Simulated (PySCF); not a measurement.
Vertical excitations of a molecule C₄H₁₀N₂ from TDDFT-PBE/def2-SVPD (PySCF 2.14.0), as energy in eV (oscillator strength): 4.49 (0.005), 5.12 (0.070), 5.32 (0.010), 5.60 (0.020), 5.84 (0.009), 6.14 (0.016), 6.16 (0.019), 6.48 (0.008), 6.52 (0.002), 6.70 (0.043). Lowest triplet (TDA): 4.22 eV. Geometry: B3LYP-D3(BJ)/def2-SVP. Other conformers were not sampled.

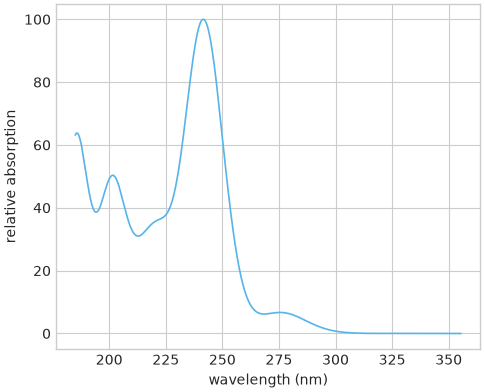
The lines broadened by 0.4 eV.

Identify the compound among the candidates.
A. CC/N=C/CN
B. C=C[C@@H](N)CN
C. NCC1(N)CC1
D. CC1(N)CNC1

B, C=C[C@@H](N)CN
